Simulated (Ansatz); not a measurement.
## Electronic structure of C4H2Cl2Ti (SMILES C#[C][Ti]([Cl])([Cl])[C]#C) in real space

```xyz
9

C     0.4648   -2.3845    1.2391
C     0.3500   -1.5231    0.3728
C    -0.3807    1.5462   -0.0305
C    -0.7114    2.5517    0.5903
Cl   -1.4222   -0.6573   -2.3731
Cl    2.0695    0.2287   -1.9515
Ti    0.1552   -0.1021   -1.0026
H     0.5652   -3.1396    2.0012
H    -1.0018    3.4336    1.1371
```

Geometry: PBE0-D4/def2-SVP.

Method: isolated molecule in a Gaussian basis; Kohn-Sham density functional theory, functional PBE0 (Ansatz).

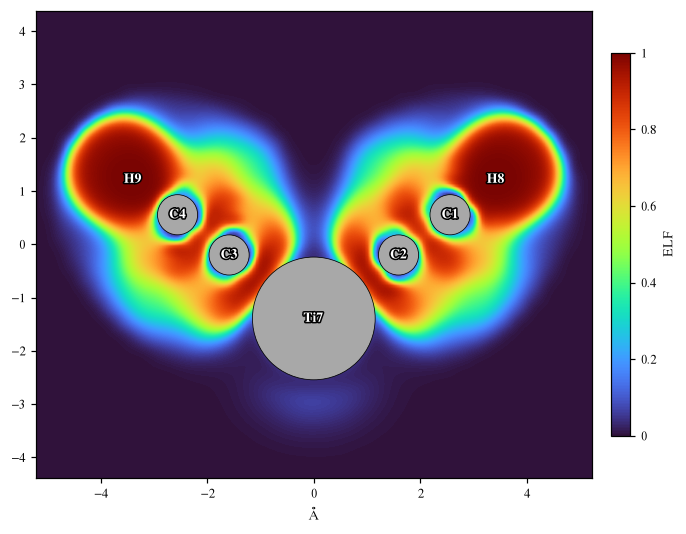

Figure 1. Electron localisation function on the plane of atoms C2, Ti7 and C3. Grey discs cover the atomic cores.

> Read the bonding off the picture.

- Atoms in the plane: C, Ti and H.
- C–C (1.23 Å): the ELF peaks at about 0.85 between the atoms (a multiple bond).
- C–Ti (1.99 Å): the ELF peaks at about 0.95 in the valence shell of C, 0.7 Å from its nucleus, and is about 0.50 at the midpoint.
- C–H (1.08 Å): the ELF climbs to about 1 towards the hydrogen, as it does in any bond to H (an ordinary covalent bond to hydrogen).

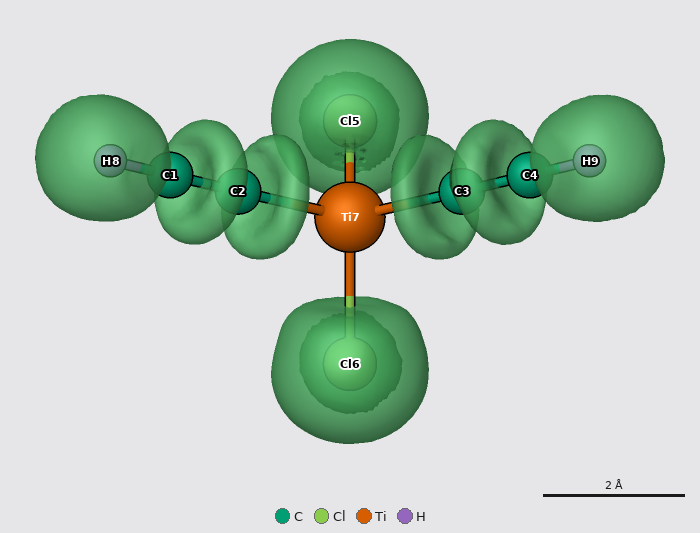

Figure 2. Isosurface of the electron localisation function at 0.8 (green), seen from one side. Only the valence region is drawn (cores and ρ < 0.01 e/Å³ removed).

> Where are the electrons localised?

The surface consists of two regions between bonded C–C atoms (shared pairs), two regions around hydrogen nuclei, two lobes of the valence shell of C pointing towards Ti (polar bonds) and two regions wrapped around Cl (the valence shell of each).

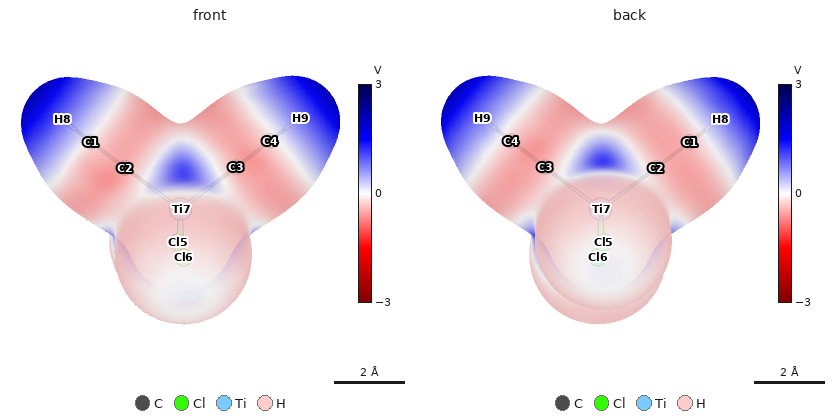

Figure 3. The molecular electrostatic potential painted on the density surface at 0.002 e/bohr³, seen from the front and from behind; red is negative and blue positive.

> Which sites attract a positive test charge, and which a negative one?

A positive charge is drawn to the negative regions and a negative charge to the positive ones. The most negative region (about −0.6 V) lies over C1, C2, C3 and C4, the most positive (about +2.0 V) over H8 and H9.

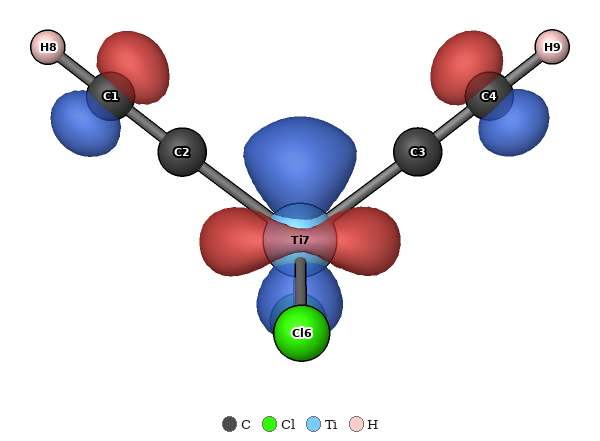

Figure 4. The LUMO at ±0.15 Å⁻³ᐟ² (red and blue are the two phases), seen across its widest extent.

> Where does this orbital lie, and at what energy?

By Hirshfeld shares it lies mainly on Ti7 (about 65 %), C1 (about 10 %) and C4 (about 10 %). Its energy is −3.74 eV.
